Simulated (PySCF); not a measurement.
NMR shielding calculation, with input and output: C₄H₈Cl₂

The run: NMR shielding calculation of C₄H₈Cl₂ (1,2-dichloro-2-methylpropane). Method and program: GIAO PBE0/pcSseg-1 NMR shielding, non-relativistic, gas phase (PySCF 2.14.0).

The geometry comes from this level: GFN2-xTB, MD frame at 1000 fs, 300 K. It belongs to a series of runs on one base structure; here: MD frame at 1000 fs, 300 K. Figures and captions count atoms from 1; the log counts them from 0 in places.

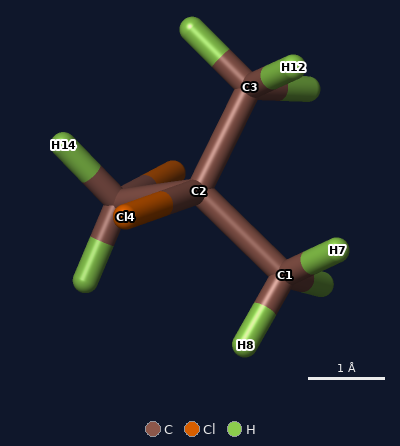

**Figure 1.** The structure as given in the input (stick view, seen at a tilt; atoms are numbered from 1 in the order of the input). Bond lengths as drawn: C–C 1.53 to 1.59 Å, C–Cl 1.74 to 1.88 Å and C–H 1.08 to 1.13 Å.

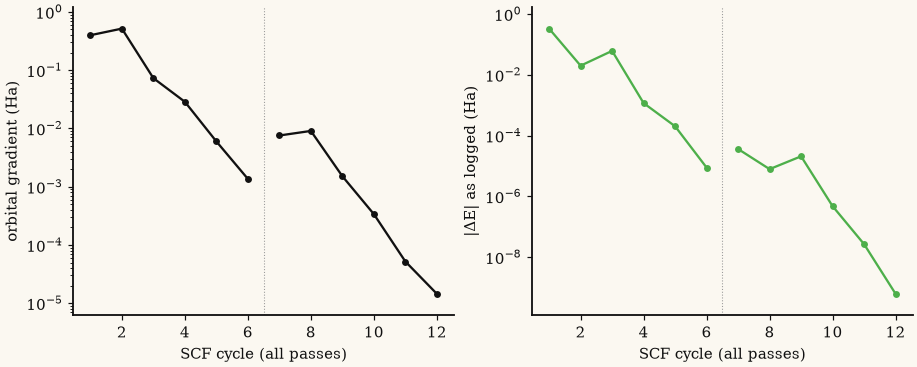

**Figure 2.** Convergence of the self-consistent field: orbital gradient and size of the energy change against the SCF cycle. The dotted line marks the change from a coarse to the final integration grid. The first 6 cycles use a coarse grid, the final grid takes over at cycle 7, and the field converges after 12 cycles in all.

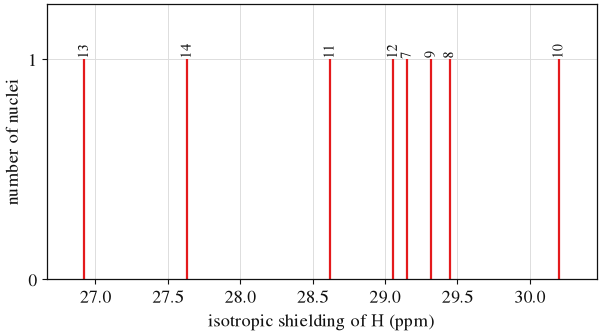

**Figure 3.** Isotropic shieldings of the hydrogen nuclei in this fixed geometry, labelled by atom number; shielding grows to the right, so chemical shift grows to the left. The least shielded is H13 (26.9 ppm), the most shielded H10 (30.2 ppm).

These pictures come from the run below.

Input file
```
{"job": {"kind": "nmr", "xc": "PBE0", "basis": "pcSseg-1", "pop": false}, "charge": 0, "multiplicity": 1}
C     -0.639200    -1.821700     0.663200
C      0.178400    -0.459900     0.738100
C      1.579200    -0.716000     0.164800
Cl     0.249200    -0.140400     2.589100
C     -0.513900     0.796400     0.193400
Cl    -0.579300     0.704200    -1.547100
H      0.053500    -2.604500     1.037500
H     -1.481100    -1.683100     1.364800
H     -1.013500    -2.008900    -0.342700
H      2.122500     0.219800     0.156900
H      1.393800    -1.178900    -0.843200
H      2.234300    -1.443900     0.698500
H     -1.562900     0.926500     0.588300
H      0.173100     1.579800     0.542000
```

The first line tells a small driver script what to run in PySCF; the rest is the geometry in Å.

Launched with:
```bash
OMP_NUM_THREADS=1 python <driver script> task.json out
```

What the program printed
```
coarse grid: 12552 points
cycle   1  E = -1077.0056903934  dE =  3.323e-01  |g| = 3.981e-01  |ddm| = 3.158e+00
cycle   2  E = -1076.9856891880  dE =  2.000e-02  |g| = 5.168e-01  |ddm| = 8.580e-01
cycle   3  E = -1077.0471603620  dE = -6.147e-02  |g| = 7.300e-02  |ddm| = 4.996e-01
cycle   4  E = -1077.0483363155  dE = -1.176e-03  |g| = 2.866e-02  |ddm| = 9.368e-02
cycle   5  E = -1077.0485390880  dE = -2.028e-04  |g| = 5.987e-03  |ddm| = 3.439e-02
cycle   6  E = -1077.0485479541  dE = -8.866e-06  |g| = 1.363e-03  |ddm| = 8.195e-03
final grid: 111304 points
cycle   7  E = -1077.0832023248  dE = -3.624e-05  |g| = 7.573e-03  |ddm| = 2.683e-02
cycle   8  E = -1077.0831944448  dE =  7.880e-06  |g| = 9.070e-03  |ddm| = 1.435e-02
cycle   9  E = -1077.0832152849  dE = -2.084e-05  |g| = 1.515e-03  |ddm| = 9.408e-03
cycle  10  E = -1077.0832157613  dE = -4.764e-07  |g| = 3.388e-04  |ddm| = 1.808e-03
cycle  11  E = -1077.0832157880  dE = -2.672e-08  |g| = 5.213e-05  |ddm| = 2.820e-04
cycle  12  E = -1077.0832157887  dE = -6.198e-10  |g| = 1.453e-05  |ddm| = 7.112e-05
converged SCF energy = -1077.0832157887

GIAO shielding tensors (ppm)
atom      isotropic    diamagn.    paramagn.     s11        s22        s33       span
  0 C      145.729     247.101    -101.372    121.365    137.960    177.863     56.498
  1 C       96.586     245.263    -148.677     62.509     77.870    149.379     86.870
  2 C      150.483     247.458     -96.975    132.976    138.569    179.903     46.928
  3 Cl     619.008    1147.576    -528.568    381.821    435.481   1039.720    657.899
  4 C      128.251     246.032    -117.781    104.040    128.868    151.845     47.806
  5 Cl     872.685    1147.281    -274.596    735.502    824.548   1058.006    322.505
  6 H       29.154      29.089       0.065     25.862     27.632     33.968      8.107
  7 H       29.448      29.315       0.133     25.034     28.410     34.899      9.866
  8 H       29.318      29.314       0.004     24.718     28.553     34.682      9.964
  9 H       30.203      29.889       0.313     26.115     28.114     36.379     10.265
 10 H       28.622      29.036      -0.414     24.005     28.226     33.633      9.628
 11 H       29.059      28.916       0.143     25.699     27.006     34.473      8.774
 12 H       26.924      28.446      -1.522     20.937     27.751     32.084     11.148
 13 H       27.634      29.252      -1.618     21.725     29.506     31.671      9.946
```

Results in brief

```tsv
quantity	value
outcome	converged
total energy	−1077.083216 hartree
HOMO	−8.48 eV
LUMO	−0.03 eV
dipole moment	0.88 D
isotropic shielding, C	96.6 to 150.5 ppm
isotropic shielding, Cl	619.0 to 872.7 ppm
isotropic shielding, H	26.9 to 30.2 ppm
hardware	1 CPU thread, shared host
wall time	14 s
peak memory	0.76 GiB
```
